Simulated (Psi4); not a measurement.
# Run report: SnH2, single-point calculation

System: SnH2, SMILES [H][Sn][H].
Method: TPSS/def2-SVP, RKS, dispersion D4, core potentials def2 (Psi4 1.11).

The geometry was optimised with TPSS/def2-SVP.

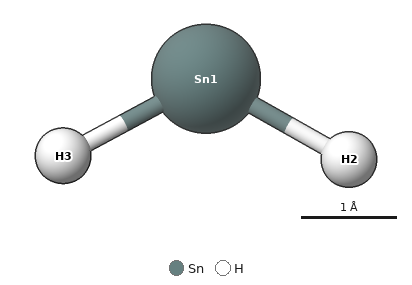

*The structure as given in the input (ball-and-stick view, seen at an oblique angle; atoms are numbered from 1 in the order of the input). Sticks mark near contacts.*

Bond lengths as drawn: H–Sn 1.75 Å.

## Summary

```csv
quantity,value
outcome,converged
total energy,−215.351038 hartree
dispersion energy,−0.001391 hartree
basis functions,36
HOMO,−4.96 eV
LUMO,−3.64 eV
dipole moment,0.42 D
hardware,"1 thread of Intel Xeon (Granite Rapids), 12 GiB of memory available, shared host"
wall time,4.5 s
peak memory,0.38 GiB
```

## Input file (h2sn.inp)
```
memory 1.6 GB

molecule {
  0 1
  Sn
  H 1 1.747016
  H 1 1.747017 2 119.05535
}


energy_value, wavefunction = energy('tpss-d4/def2-SVP', return_wfn=True)
print_variables()
```

Run as:
```bash
psi4 -i h2sn.inp -o h2sn.out -n 1
```

## Log
```
Psi4 1.11 release

   => Loading Basis Set <=

    Name: DEF2-SVP
    Role: ORBITAL
    Keyword: BASIS

    !!!  WARNING: ECP capability is in beta. Please check occupations closely.  !!!

   => TPSS-D4(BJ,EEQ)ATM: Empirical Dispersion <=

        a1 =       0.428223
        a2 =       4.542571
       alp =      16.000000
        s6 =       1.000000
        s8 =       1.765964
        s9 =       1.000000
        ga =       3.000000
        gc =       2.000000
        wf =       6.000000

         ---------------------------------------------------------
                                   SCF
                              RKS Reference
                        1 Threads,   1525 MiB Core
         ---------------------------------------------------------

  ==> Geometry <==

    Molecular point group: cs
    Full point group: Cs

    Geometry (in Angstrom), charge = 0, multiplicity = 1:

       Center              X                  Y                   Z               Mass
    ------------   -----------------  -----------------  -----------------  -----------------
         SN           0.012624128500     0.007427960598     0.000000000000   119.902201630000
         H            0.012624128500    -1.739588039402     0.000000000000     1.007825032230
         H           -1.514532448251     0.855874298546     0.000000000000     1.007825032230

  Running in cs symmetry.

  Rotational constants: A =     10.83434  B =      3.68892  C =      2.75193 [cm^-1]
  Rotational constants: A = 324805.28305  B = 110591.12528  C =  82500.86832 [MHz]
  Nuclear repulsion =   13.503472580745889

  Charge       = 0
  Multiplicity = 1
  Electrons    = 24
  Nalpha       = 12
  Nbeta        = 12

  ==> Algorithm <==

  SCF Algorithm Type is DF.
  DIIS enabled.
  MOM disabled.
  Fractional occupation disabled.
  Guess Type is SAD.
  Energy threshold   = 1.00e-06
  Density threshold  = 1.00e-06
  Integral threshold = 1.00e-12

  ==> Primary Basis <==

  Basis Set: DEF2-SVP
    Blend: DEF2-SVP
    Number of shells: 16
    Number of basis functions: 36
    Number of Cartesian functions: 38
    Spherical Harmonics?: true
    Max angular momentum: 2

  Core potential: DEF2-SVP
    Number of shells: 4
    Number of ECP primitives: 18
    Number of ECP core electrons: 28
    Max angular momentum: 3

  ==> DFT Potential <==

   => LibXC <=

    Version 7.1.2

   => Composite Functional: TPSS-D4BJEEQATM <=

    TPSS Meta-GGA XC Functional

    Deriv               =              1
    GGA                 =           TRUE
    Meta                =           TRUE

    Exchange Hybrid     =          FALSE
    MP2 Hybrid          =          FALSE

   => Exchange Functionals <=

    1.0000   XC_MGGA_X_TPSS

   => Correlation Functionals <=

    1.0000   XC_MGGA_C_TPSS

   => LibXC Density Thresholds  <==

    XC_MGGA_C_TPSS:  1.00E-15
    XC_MGGA_X_TPSS:  1.00E-15

   => Molecular Quadrature <=

    Radial Scheme          =       TREUTLER
    Pruning Scheme         =           NONE
    Nuclear Scheme         =       TREUTLER

    Blocking Scheme        =         OCTREE
    BS radius alpha        =              1
    Pruning alpha          =              1
    Radial Points          =             75
    Spherical Points       =            302
    Total Points           =          64928
    Total Blocks           =            547
    Max Points             =            256
    Max Functions          =             36
    Weights Tolerance      =       1.00E-15

   => Loading Basis Set <=

    Name: (DEF2-SVP AUX)
    Role: JKFIT
    Keyword: DF_BASIS_SCF

  ==> Integral Setup <==

  DFHelper Memory: AOs need 0.003 GiB; user supplied 0.955 GiB.
  SCF_SUBTYPE=INCORE selected. In-core MEM_DF algorithm will be used.
  Using in-core AOs.

  ==> MemDFJK: Density-Fitted J/K Matrices <==

    J tasked:                   Yes
    K tasked:                    No
    wK tasked:                   No
    Memory [MiB]:               977
    Algorithm:                 Core
    Schwarz Cutoff:           1E-12
    Mask sparsity (%):       0.0000
    Fitting Condition:        1E-10

   => Auxiliary Basis Set <=

  Basis Set: (DEF2-SVP AUX)
    Blend: DEF2-UNIVERSAL-JKFIT
    Number of shells: 58
    Number of basis functions: 254
    Number of Cartesian functions: 349
    Spherical Harmonics?: true
    Max angular momentum: 5

  Cached 100.0% of DFT collocation blocks in 0.163 [GiB].

  Minimum eigenvalue in the overlap matrix is 3.9904930458E-02.
  Reciprocal condition number of the overlap matrix is 1.1359175209E-02.
    Using symmetric orthogonalization.

  ==> Pre-Iterations <==

  SCF Guess: Superposition of Atomic Densities via on-the-fly atomic UHF (no occupation information).

   -------------------------
    Irrep   Nso     Nmo
   -------------------------
     A'        26      26
     A"        10      10
   -------------------------
    Total      36      36
   -------------------------

  ==> Iterations <==

                           Total Energy        Delta E     RMS |[F,P]|

   @DF-RKS iter SAD:  -214.06915055208552   -2.14069e+02   0.00000e+00
   @DF-RKS iter   1:  -215.29666787064644   -1.22752e+00   9.99908e-03 DIIS/ADIIS
   @DF-RKS iter   2:  -215.32562517617899   -2.89573e-02   8.66358e-03 DIIS/ADIIS
   @DF-RKS iter   3:  -215.35077878159777   -2.51536e-02   6.45586e-04 DIIS/ADIIS
   @DF-RKS iter   4:  -215.35100751725804   -2.28736e-04   1.86022e-04 DIIS/ADIIS
   @DF-RKS iter   5:  -215.35103703449963   -2.95172e-05   3.07107e-05 DIIS
   @DF-RKS iter   6:  -215.35103774949860   -7.14999e-07   7.83117e-06 DIIS
   @DF-RKS iter   7:  -215.35103779297509   -4.34765e-08   2.68017e-06 DIIS
   @DF-RKS iter   8:  -215.35103779948261   -6.50752e-09   1.14043e-07 DIIS
  Energy and wave function converged.

  ==> Post-Iterations <==

   Electrons on quadrature grid:
      Ntotal   =   23.9999995398 ; deviation = -4.602e-07

    Orbital Energies [Eh]
    ---------------------

    Doubly Occupied:

       1Ap    -4.926503     1App   -3.308493     2Ap    -3.293635
       3Ap    -3.290509     4Ap    -0.948731     2App   -0.944266
       3App   -0.941247     5Ap    -0.931866     6Ap    -0.929716
       7Ap    -0.443102     8Ap    -0.297064     9Ap    -0.182406

    Virtual:

       4App   -0.133828    10Ap    -0.009400    11Ap     0.038089
      12Ap     0.132114    13Ap     0.199494     5App    0.216640
      14Ap     0.225329     6App    0.297133     7App    0.312098
      15Ap     0.313864    16Ap     0.423279    17Ap     0.441386
      18Ap     0.588905    19Ap     0.694616    20Ap     1.449380
       8App    1.481570     9App    1.533399    21Ap     1.587723
      22Ap     1.774127    23Ap     1.925960    10App   14.312466
      24Ap    14.440272    25Ap    14.777977    26Ap    51.581577

    Final Occupation by Irrep:
             Ap   App
    DOCC [     9,    3 ]
    NA   [     9,    3 ]
    NB   [     9,    3 ]

  @DF-RKS Final Energy:  -215.35103779948261

   => Energetics <=

    Nuclear Repulsion Energy =             13.5034725807458891
    One-Electron Energy =                -404.1399570238880870
    Two-Electron Energy =                 193.9374055752342372
    DFT Exchange-Correlation Energy =     -18.6505678492306828
    Empirical Dispersion Energy =          -0.0013910823439941
    VV10 Nonlocal Energy =                  0.0000000000000000
    Total Energy =                       -215.3510377994826115

Computation Completed

Properties will be evaluated at   0.000000,   0.000000,   0.000000 [a0]

Properties computed using the SCF density matrix

 Multipole Moments:

 ------------------------------------------------------------------------------------
     Multipole            Electronic (a.u.)      Nuclear  (a.u.)        Total (a.u.)
 ------------------------------------------------------------------------------------

 L = 1.  Multiply by 2.5417464519 to convert [e a0] to [Debye]
 Dipole X            :          2.1708838           -2.3133602           -0.1424764
 Dipole Y            :          1.2773338           -1.3611671           -0.0838333
 Dipole Z            :          0.0000000            0.0000000            0.0000000
 Magnitude           :                                                    0.1653105

 ------------------------------------------------------------------------------------

	total time  =          3 seconds =       0.05 minutes

  Variable Map:
  ----------------------------------------------------------------------------
  "CURRENT ENERGY"                                  =>    -215.351037799483
  "CURRENT REFERENCE ENERGY"                        =>    -215.351037799483
  "DD SOLVATION ENERGY"                             =>       0.000000000000
  "DFT FUNCTIONAL TOTAL ENERGY"                     =>    -215.349646717139
  "DFT TOTAL ENERGY"                                =>    -215.351037799483
  "DFT VV10 ENERGY"                                 =>       0.000000000000
  "DFT XC ENERGY"                                   =>     -18.650567849231
  "DISPERSION CORRECTION ENERGY"                    =>      -0.001391082344
  "GRID ELECTRONS ALPHA"                            =>      11.999999769877
  "GRID ELECTRONS BETA"                             =>      11.999999769877
  "GRID ELECTRONS TOTAL"                            =>      23.999999539754
  "NUCLEAR REPULSION ENERGY"                        =>      13.503472580746
  "ONE-ELECTRON ENERGY"                             =>    -404.139957023888
  "PCM POLARIZATION ENERGY"                         =>       0.000000000000
  "PE ENERGY"                                       =>       0.000000000000
  "SCF ITERATION ENERGY"                            =>    -215.351037799483
  "SCF ITERATIONS"                                  =>       8.000000000000
  "SCF TOTAL ENERGY"                                =>    -215.351037799483
  "TPSS-D4(BJ,EEQ)ATM DISPERSION CORRECTION ENERGY" =>      -0.001391082344
  "TWO-ELECTRON ENERGY"                             =>     193.937405575234
  "XC GRID RADIAL POINTS"                           =>      75.000000000000
  "XC GRID SPHERICAL POINTS"                        =>     302.000000000000
  "XC GRID TOTAL POINTS"                            =>   64928.000000000000

  Array Variable Map:
  ----------------------------------------------------------------------------
  "CURRENT DIPOLE"                                  =>      -0.142476434992 ... 0.000000000000 1 by 3
  "SCF DIPOLE"                                      =>      -0.142476434992 ... 0.000000000000 1 by 3
  "SCF TOTAL ENERGIES"                              =>    -214.069150552086 ... -215.351037799483 1 by 9

    Psi4 run time: 0:00:03.45
```

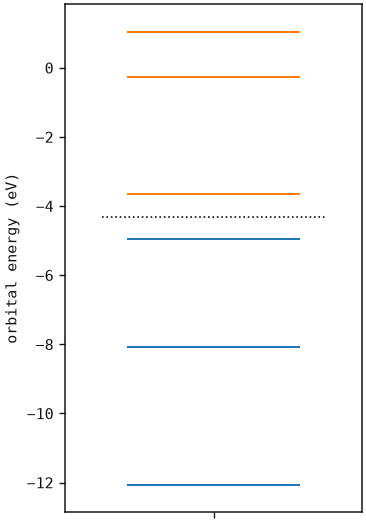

*Orbital energies near the frontier; the dotted line parts filled from empty levels, and levels within 0.02 eV of each other stand side by side.*

Highest filled −4.96 eV, lowest empty −3.64 eV, 1.32 eV apart.
